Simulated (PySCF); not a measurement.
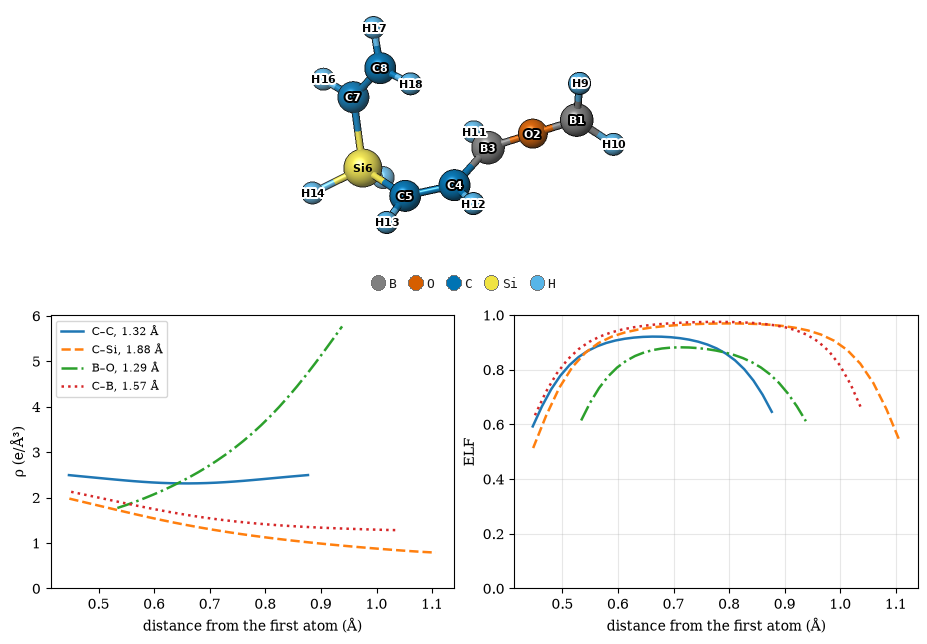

Figure. C4H10B2OSi. Electron density and ELF along straight lines between neighbouring atoms. The curves leave out the atomic cores. The structure is drawn too.

Geometry: GFN2-xTB.

Computed with PySCF 2.14.0, PBE0/pcSseg-1, SCF density, gas phase, non-relativistic.

```yaml
atoms:
  - { symbol: B, position_ang: [-3.1288, 1.7167, -1.0461] }
  - { symbol: O, position_ang: [-2.2547, 0.9319, -0.5038] }
  - { symbol: B, position_ang: [-1.3535, 0.1344, -0.0007] }
  - { symbol: C, position_ang: [-0.6688, -0.9373, -0.9167] }
  - { symbol: C, position_ang: [0.4127, -1.6581, -0.6045] }
  - { symbol: Si, position_ang: [1.4150, -1.5555, 0.9869] }
  - { symbol: C, position_ang: [2.2525, 0.1273, 1.1580] }
  - { symbol: C, position_ang: [1.9802, 1.1949, 0.4249] }
  - { symbol: H, position_ang: [-2.7793, 2.7400, -1.5229] }
  - { symbol: H, position_ang: [-4.2681, 1.4040, -1.0543] }
  - { symbol: H, position_ang: [-1.0756, 0.2363, 1.1422] }
  - { symbol: H, position_ang: [-1.1134, -1.0920, -1.8990] }
  - { symbol: H, position_ang: [0.7853, -2.3606, -1.3454] }
  - { symbol: H, position_ang: [2.4712, -2.5800, 0.9074] }
  - { symbol: H, position_ang: [0.5891, -1.8205, 2.1728] }
  - { symbol: H, position_ang: [3.0151, 0.2135, 1.9242] }
  - { symbol: H, position_ang: [2.4820, 2.1418, 0.5621] }
  - { symbol: H, position_ang: [1.2302, 1.1696, -0.3503] }
```

Q: What kind of bonding do the profiles show?

A: C–C (1.32 Å): ρ is about 2.3 e/Å³ halfway; the ELF peaks at about 0.90 between the atoms; a multiple bond.
C–Si (1.88 Å): ρ is about 0.94 e/Å³ halfway; the ELF peaks at about 0.95 between the atoms, as expected for a covalent bond.
B–O (1.29 Å): the density is about 2.3 e/Å³ at the midpoint; the ELF peaks at about 0.90 between the atoms: a polar covalent bond.
C–B (1.57 Å): the density is about 1.4 e/Å³ at the midpoint; the ELF peaks at about 1 between the atoms; a covalent bond.
